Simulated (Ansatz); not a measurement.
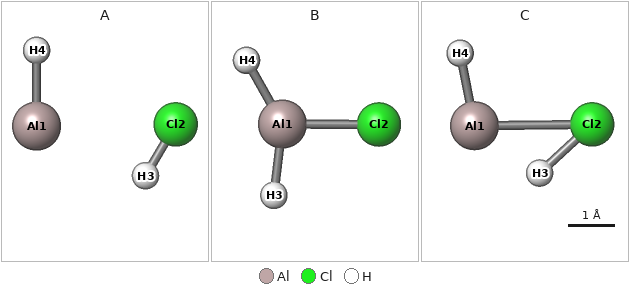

3 geometries from a converged minimum-energy path of AlH2Cl, shuffled. A ball-and-stick model, seen face on.

These are results of RKS PBE0/def2-SVP (Ansatz), not measurements. Settings: 7 movable images; climbing image; force threshold 0.03 eV/Å; iteration limit 60; starting path through a guess of the saddle point.

Question: One of them is the converged climbing image. Which?

Answer: C. In order along the path, whose images run from 0 to 8: B (image 1, +6.1 kcal/mol), C (image 4, +70.8 kcal/mol), A (image 6, +65.6 kcal/mol). Breaking: Al1–Cl2 (2.11 → 2.57 at the top → 2.90 Å), Al1–H3 (1.58 → 1.76 at the top → 3.37 Å). Forming: Cl2–H3 (3.16 → 1.56 at the top → 1.29 Å).
